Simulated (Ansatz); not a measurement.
**CH5BClN: small, medium and large basis sets**

Aim: see how fast density functionals converge with the basis set for CH5BClN.

Computed with Ansatz 0.2.0, Gaussian basis. Level: one geometry, several basis sets.

Levels to be run: PBE0-D4/def2-SVP; ωB97M-V/def2-SVP; PBE0-D4/def2-QZVPP; ωB97M-V/def2-QZVPP; the functionals' def2-TZVPP values are taken from earlier runs.

## 1. The relaxed structure

All runs share one geometry, relaxed beforehand with PBE0-D4 in a triple-zeta def2 set.

SMILES `NCBCl`, 9 atoms, charge 0, spin multiplicity 1.

Atoms are counted from 1 here; the program's logs count them from 0.

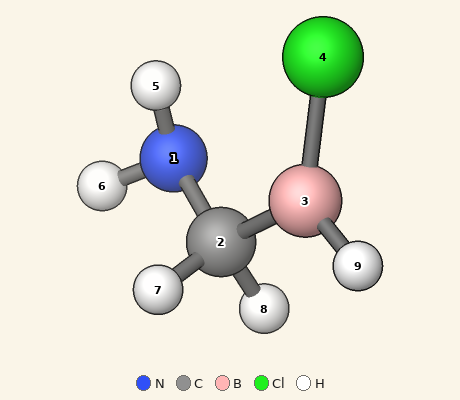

The geometry (nitrogen blue, carbon grey, boron pink, chlorine green, hydrogen white); atoms are numbered from 1 in the order of the file.

Geometry (Å):

```mol
CH5BClN
  3D, bonds by distance, orders not assigned

  9  8  0  0  0  0  0  0  0  0999 V2000
   -0.9825    0.9020    0.1036 N   0  0
    0.1044    0.0533    0.5320 C   0  0
    0.5773   -1.0556   -0.4402 B   0  0
    0.0542   -1.0972   -2.1081 Cl  0  0
   -0.9103    1.1293   -0.8789 H   0  0
   -1.0205    1.7646    0.6276 H   0  0
    1.0535    0.5864    0.7614 H   0  0
   -0.1459   -0.4394    1.4830 H   0  0
    1.3582   -1.8897   -0.0976 H   0  0
  1  2  8  0
  2  3  8  0
  3  4  8  0
  1  5  8  0
  1  6  8  0
  2  7  8  0
  2  8  8  0
  3  9  8  0
M  END
```

## 2. PBE0-D4 in def2-SVP

in.yaml

```yaml
crystal:
  periodic: [false, false, false]
  atoms:
    - {symbol: N, position_ang: [-0.982547, 0.902013, 0.103634]}
    - {symbol: C, position_ang: [0.104444, 0.053280, 0.532040]}
    - {symbol: B, position_ang: [0.577314, -1.055562, -0.440190]}
    - {symbol: Cl, position_ang: [0.054158, -1.097158, -2.108094]}
    - {symbol: H, position_ang: [-0.910288, 1.129303, -0.878914]}
    - {symbol: H, position_ang: [-1.020481, 1.764642, 0.627623]}
    - {symbol: H, position_ang: [1.053505, 0.586350, 0.761361]}
    - {symbol: H, position_ang: [-0.145860, -0.439398, 1.483030]}
    - {symbol: H, position_ang: [1.358154, -1.889671, -0.097590]}
basis:
  gaussian: {orbitals: def2-SVP}
hamiltonian: {xc: pbe0, dispersion: d4}
output: {orbitals: {seedname: orbitals}}
```

Command:

```bash
> ansatz run in.yaml --threads 2 --pin off --events-out ev --progress --plain --max-ram 4352MiB
```

Further steps of the session: ωB97M-V in def2-SVP; PBE0-D4 in def2-QZVPP; ωB97M-V in def2-QZVPP.

**Question.** What will the summary of the whole plan be? Wanted: PBE0-D4: double and triple zeta above quadruple; ωB97M-V: double and triple zeta above quadruple.

The runs gave:

| quantity | value |
| --- | --- |
| PBE0-D4: double and triple zeta above quadruple | 8.59, 0.57 eV |
| ωB97M-V: double and triple zeta above quadruple | 8.70, 0.55 eV |

**Reading.** For PBE0-D4 the step from double to triple zeta gains 8.02 eV and the next only 0.57 eV. These are total energies; as a rule much of such shifts cancels in differences, which this series doesn't test.
